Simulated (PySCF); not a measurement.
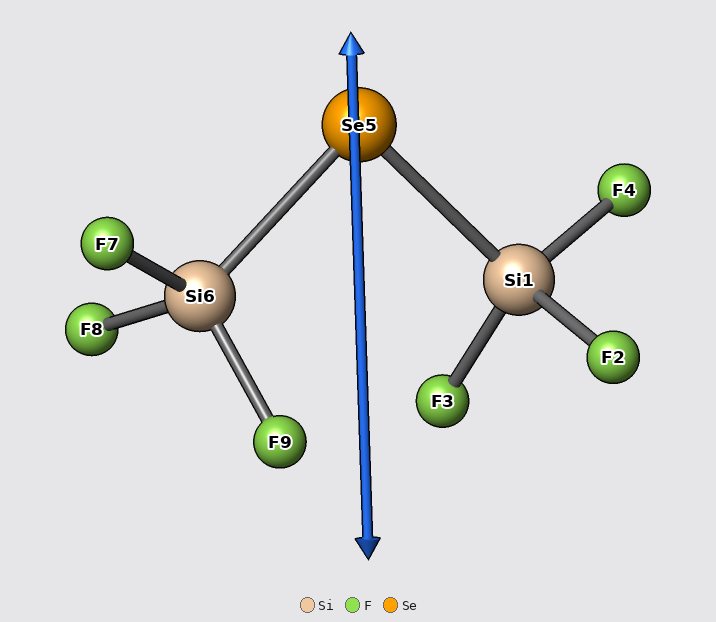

The double arrow shows the direction of the transition dipole to excited singlet state 5 (its length means nothing). The computed structure is the end point of a PBE0-D3(BJ)/def2-SVP optimisation. No frequency run is at hand to confirm it as a minimum. Level of theory: TDDFT ωB97X-D/def2-SVPD, vertical, gas phase, core orbitals frozen in the response (PySCF 2.14.0).

Give its energy, strength and character.

Answer. 8.43 eV (147 nm), oscillator strength 0.067, mainly HOMO−1 → LUMO (weight 0.86); transition dipole 1.45 D.
